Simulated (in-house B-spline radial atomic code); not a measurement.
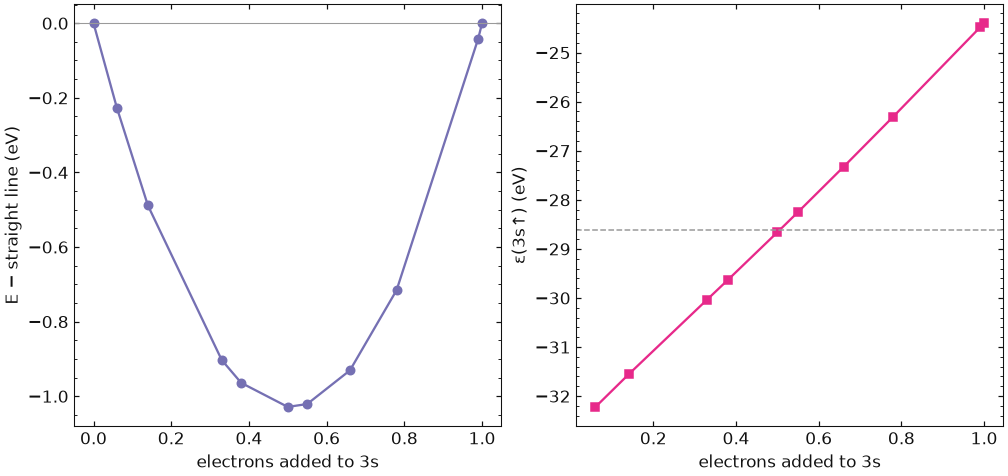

The occupation of the 3s shell is varied from Al³⁺ ([Ne]) to Al²⁺ ([Ne] 3s1 (high spin)), with spherical fractional occupations. The plot shows the total energy less the straight line between the end points, and the eigenvalue of 3s↑ (the dashed line is minus the energy to take the whole electron out). The values are computed.

Was this Hartree-Fock or a semilocal functional, and how does the plot tell?

Answer. It was a semilocal functional (LDA, GGA or meta-GGA): non-relativistic PBEsol, spin-polarised, spherical fractional occupations, point nucleus, basis-set limit, computed with an in-house B-spline radial code. The curve is convex (below the straight line), with the largest deviation among the points computed, −1.03 eV, at 0.5. The end points differ by 28.6 eV, the energy to take the electron out. The eigenvalue, which is the slope of the energy (Janak's theorem), moves from −32.2 eV at 0.06 to −24.4 eV at 1; for a straight line it would stay constant, and a parabola would sag by an eighth of this change, scaled to a whole electron, 1.04 eV. Convexity is the delocalisation error: fractional charges are too low in energy. For an s shell Hartree-Fock would as a rule bend the other way.
